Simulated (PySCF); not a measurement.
# C2H2BCl2N: NMR shifts at several levels of theory, part 2 of 2

PySCF 2.14.0. Atoms count from 0. The steps go on from the part before.

### Step 9. NMR shieldings: KT3/pcSseg-2

The job: settings as JSON, then the geometry in Å.

```
{"job": {"kind": "nmr", "xc": "KT3", "basis": "pcSseg-2", "pop": false}, "charge": 0, "multiplicity": 1}
N     -0.425302     2.242706     0.077036
C      0.107050     1.357143    -0.443097
C      0.776426     0.246167    -1.092968
B      2.162807    -0.197536    -0.479038
Cl     2.993330    -1.536220    -1.234059
Cl     2.870045     0.586741     0.898537
H      0.112863    -0.637347    -1.093536
H      0.937923     0.481476    -2.160054
```

Level: GIAO KT3/pcSseg-2 NMR shielding, non-relativistic, gas phase.

What it wrote:

```text
coarse grid: 8808 points
cycle   1  E = -1086.2209696594  dE =  6.496e-01  |g| = 5.695e-01  |ddm| = 2.258e+00
cycle   2  E = -1085.8783396291  dE =  3.426e-01  |g| = 1.299e+00  |ddm| = 1.983e+00
cycle   3  E = -1086.2658778739  dE = -3.875e-01  |g| = 3.650e-01  |ddm| = 1.555e+00
cycle   4  E = -1086.2969494536  dE = -3.107e-02  |g| = 3.016e-02  |ddm| = 2.326e-01
cycle   5  E = -1086.2969960701  dE = -4.662e-05  |g| = 2.654e-02  |ddm| = 4.691e-02
cycle   6  E = -1086.2971751175  dE = -1.790e-04  |g| = 5.868e-03  |ddm| = 2.881e-02
cycle   7  E = -1086.2971831450  dE = -8.027e-06  |g| = 1.259e-03  |ddm| = 5.832e-03
final grid: 78856 points
cycle   8  E = -1086.3072864118  dE = -3.696e-04  |g| = 2.754e-02  |ddm| = 1.748e-01
cycle   9  E = -1086.3072470441  dE =  3.937e-05  |g| = 2.398e-02  |ddm| = 3.535e-02
cycle  10  E = -1086.3073323234  dE = -8.528e-05  |g| = 8.619e-03  |ddm| = 2.757e-02
cycle  11  E = -1086.3073523929  dE = -2.007e-05  |g| = 1.516e-03  |ddm| = 8.793e-03
cycle  12  E = -1086.3073529715  dE = -5.786e-07  |g| = 3.057e-04  |ddm| = 1.590e-03
cycle  13  E = -1086.3073529829  dE = -1.136e-08  |g| = 2.166e-04  |ddm| = 2.800e-04
cycle  14  E = -1086.3073529930  dE = -1.013e-08  |g| = 4.084e-05  |ddm| = 1.803e-04
cycle  15  E = -1086.3073529934  dE = -4.118e-10  |g| = 6.732e-06  |ddm| = 5.247e-05
converged SCF energy = -1086.3073529934

GIAO shielding tensors (ppm)
atom      isotropic    diamagn.    paramagn.     s11        s22        s33       span
  0 N      -20.382     335.219    -355.600   -182.253   -178.935    300.043    482.296
  1 C       71.623     262.705    -191.083    -40.552    -33.394    288.814    329.365
  2 C      162.220     246.948     -84.728    149.161    151.778    185.723     36.562
  3 B       40.813     194.128    -153.315     10.951     30.201     81.288     70.337
  4 Cl     671.986    1147.581    -475.594    394.169    754.903    866.887    472.719
  5 Cl     643.328    1149.415    -506.087    355.363    695.148    879.473    524.110
  6 H       28.722      32.459      -3.738     23.597     29.636     32.933      9.336
  7 H       28.725      26.642       2.083     23.603     29.622     32.951      9.348
```

Wall time 58 s (1 thread of Arm Neoverse N1, shared host); peak memory 0.9 GiB.

Key values: δ C1 109.7, C2 19.1, N0 279.1, B3 57.8, H6 2.63 ppm (means over like atoms).

### Step 10. NMR shieldings: B97-D/pcSseg-2

The job, as its differences from that of step 9:

```diff
@@ -1,2 +1,2 @@
-{"job": {"kind": "nmr", "xc": "KT3", "basis": "pcSseg-2", "pop": false}, "charge": 0, "multiplicity": 1}
+{"job": {"kind": "nmr", "xc": "B97-D", "basis": "pcSseg-2", "pop": false}, "charge": 0, "multiplicity": 1}
 N     -0.425302     2.242706     0.077036
```

Method: GIAO B97-D/pcSseg-2 NMR shielding, non-relativistic, gas phase.

What it wrote:

```text
coarse grid: 8808 points
cycle   1  E = -1077.4656477393  dE =  6.250e-01  |g| = 5.546e-01  |ddm| = 2.244e+00
cycle   2  E = -1077.1116661352  dE =  3.540e-01  |g| = 1.326e+00  |ddm| = 2.057e+00
cycle   3  E = -1077.5133475415  dE = -4.017e-01  |g| = 3.452e-01  |ddm| = 1.610e+00
cycle   4  E = -1077.5407308928  dE = -2.738e-02  |g| = 3.899e-02  |ddm| = 2.197e-01
cycle   5  E = -1077.5408458592  dE = -1.150e-04  |g| = 2.945e-02  |ddm| = 5.475e-02
cycle   6  E = -1077.5410642965  dE = -2.184e-04  |g| = 6.156e-03  |ddm| = 3.134e-02
cycle   7  E = -1077.5410728634  dE = -8.567e-06  |g| = 2.086e-03  |ddm| = 6.506e-03
final grid: 78856 points
cycle   8  E = -1077.5253332646  dE = -1.249e-04  |g| = 1.317e-02  |ddm| = 8.971e-02
cycle   9  E = -1077.5253289608  dE =  4.304e-06  |g| = 1.103e-02  |ddm| = 1.961e-02
cycle  10  E = -1077.5253484566  dE = -1.950e-05  |g| = 2.785e-03  |ddm| = 1.324e-02
cycle  11  E = -1077.5253497538  dE = -1.297e-06  |g| = 1.770e-03  |ddm| = 3.146e-03
cycle  12  E = -1077.5253504031  dE = -6.493e-07  |g| = 4.125e-04  |ddm| = 1.058e-03
cycle  13  E = -1077.5253504456  dE = -4.253e-08  |g| = 6.830e-05  |ddm| = 3.897e-04
cycle  14  E = -1077.5253504466  dE = -9.884e-10  |g| = 2.444e-05  |ddm| = 9.670e-05
converged SCF energy = -1077.5253504466

GIAO shielding tensors (ppm)
atom      isotropic    diamagn.    paramagn.     s11        s22        s33       span
  0 N      -30.225     336.406    -366.631   -197.352   -192.552    299.228    496.580
  1 C       63.739     263.773    -200.034    -52.196    -44.580    287.993    340.189
  2 C      160.426     246.216     -85.790    147.843    149.637    183.796     35.953
  3 B       36.370     192.883    -156.513      5.579     25.776     77.755     72.176
  4 Cl     656.682    1146.988    -490.306    370.452    737.144    862.449    491.997
  5 Cl     627.450    1148.515    -521.065    332.124    676.097    874.130    542.005
  6 H       28.825      31.488      -2.662     23.748     29.768     32.960      9.213
  7 H       28.829      27.003       1.826     23.754     29.755     32.978      9.225
```

It took 54 s on 1 thread of Arm Neoverse N1, shared host; peak memory 0.9 GiB.

In short: δ C1 115.3, C2 18.6, N0 288.1, B3 60.0, H6 2.57 ppm (means over like atoms).

### Step 11. Nuclear shieldings: B3LYP/pcSseg-2

The job, as its differences from that of step 10:

```diff
@@ -1,2 +1,2 @@
-{"job": {"kind": "nmr", "xc": "B97-D", "basis": "pcSseg-2", "pop": false}, "charge": 0, "multiplicity": 1}
+{"job": {"kind": "nmr", "xc": "B3LYP", "basis": "pcSseg-2", "pop": false}, "charge": 0, "multiplicity": 1}
 N     -0.425302     2.242706     0.077036
```

Method: GIAO B3LYP/pcSseg-2 NMR shielding, non-relativistic, gas phase.

What it wrote:

```text
coarse grid: 8808 points
cycle   1  E = -1077.5517992747  dE =  7.106e-01  |g| = 5.130e-01  |ddm| = 2.143e+00
cycle   2  E = -1077.3211092535  dE =  2.307e-01  |g| = 1.133e+00  |ddm| = 1.449e+00
cycle   3  E = -1077.6131950797  dE = -2.921e-01  |g| = 1.546e-01  |ddm| = 9.937e-01
cycle   4  E = -1077.6182409737  dE = -5.046e-03  |g| = 5.004e-02  |ddm| = 1.313e-01
cycle   5  E = -1077.6187076448  dE = -4.667e-04  |g| = 1.624e-02  |ddm| = 4.062e-02
cycle   6  E = -1077.6187725406  dE = -6.490e-05  |g| = 3.342e-03  |ddm| = 1.808e-02
cycle   7  E = -1077.6187750709  dE = -2.530e-06  |g| = 1.217e-03  |ddm| = 3.366e-03
final grid: 78856 points
cycle   8  E = -1077.6307533757  dE = -4.390e-05  |g| = 5.155e-03  |ddm| = 3.072e-02
cycle   9  E = -1077.6307502764  dE =  3.099e-06  |g| = 6.284e-03  |ddm| = 7.854e-03
cycle  10  E = -1077.6307593068  dE = -9.030e-06  |g| = 1.384e-03  |ddm| = 4.562e-03
cycle  11  E = -1077.6307596693  dE = -3.625e-07  |g| = 5.684e-04  |ddm| = 1.248e-03
cycle  12  E = -1077.6307597285  dE = -5.922e-08  |g| = 1.663e-04  |ddm| = 3.416e-04
cycle  13  E = -1077.6307597352  dE = -6.763e-09  |g| = 2.509e-05  |ddm| = 1.514e-04
cycle  14  E = -1077.6307597354  dE = -1.378e-10  |g| = 9.246e-06  |ddm| = 3.046e-05
converged SCF energy = -1077.6307597354

GIAO shielding tensors (ppm)
atom      isotropic    diamagn.    paramagn.     s11        s22        s33       span
  0 N      -44.800     334.032    -378.832   -218.558   -214.339    298.499    517.057
  1 C       58.184     263.028    -204.844    -61.940    -53.876    290.368    352.308
  2 C      160.679     243.943     -83.264    148.778    149.198    184.060     35.282
  3 B       30.611     191.959    -161.348     -4.271     17.816     78.289     82.561
  4 Cl     657.045    1146.315    -489.269    356.048    750.231    864.857    508.810
  5 Cl     625.994    1147.652    -521.658    313.834    687.032    877.116    563.282
  6 H       28.892      31.052      -2.160     23.719     29.775     33.182      9.463
  7 H       28.895      27.387       1.508     23.724     29.760     33.200      9.476
```

Run time: 49 s. Hardware: 1 thread of Arm Neoverse N1, shared host; peak memory 0.93 GiB.

This run: δ C1 121.0, C2 18.5, N0 303.3, B3 65.8, H6 2.50 ppm (means over like atoms).

### Step 12. Side by side: NMR shifts

Shifts (ppm), means over like atoms, with basis size and wall time:

```tsv
run	C1	C2	H6	N0	B3	Cl4	functions	time
HF/pcSseg-2	126.9	14.2	2.28	308.3	62.0	188	258	31 s
LDA/pcSseg-2	123.7	20.8	2.65	315.4	65.3	364	258	45 s
PBE/pcSseg-2	118.9	20.1	2.61	301.1	62.9	323	258	57 s
BLYP/pcSseg-2	117.6	19.4	2.57	299.2	65.1	312	258	56 s
BP86/pcSseg-2	118.3	20.1	2.60	298.5	62.6	318	258	57 s
OPBE/pcSseg-2	116.2	19.9	2.64	291.2	57.8	300	258	57 s
KT2/pcSseg-2	110.3	19.7	2.65	282.9	58.5	301	258	58 s
KT3/pcSseg-2	109.7	19.1	2.63	279.1	57.8	280	258	58 s
B97-D/pcSseg-2	115.3	18.6	2.57	288.1	60.0	285	258	54 s
B3LYP/pcSseg-2	121.0	18.5	2.50	303.3	65.8	286	258	49 s
```

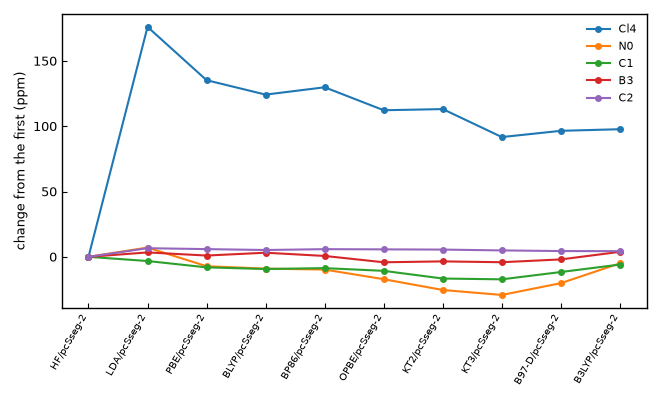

How five of the tabulated atoms move from run to run.

### Step 13. Outcome

This closing draws on all 2 parts.

| quantity | value |
| --- | --- |
| ¹³C shifts against TMS (HF/pcSseg-2) | 126.9, 14.2 ppm |
| ¹H shifts against TMS (HF/pcSseg-2, means over atoms taken as alike) | 2.28 ppm |
| ¹⁵N shifts against NH3 (HF/pcSseg-2) | 308.3 ppm |
| ¹¹B shifts against BF3·OEt2 (HF/pcSseg-2) | 62.0 ppm |
| ³⁵Cl shifts against HCl (HF/pcSseg-2, means over atoms taken as alike) | 188 ppm |
| range of the shift of Cl4 | 188 to 364 ppm |

**Reading.** Single values in the summary come from the first run of each kind that ended normally (HF/pcSseg-2), which need not be the best level. At HF/pcSseg-2: The largest span, 518 ppm, is at N0, where the paramagnetic term is -380 ppm. In ppm, Cl4 (with its like atoms) moves most: its shift spreads over 176 ppm, from 188 (HF/pcSseg-2) to 364 (LDA/pcSseg-2).
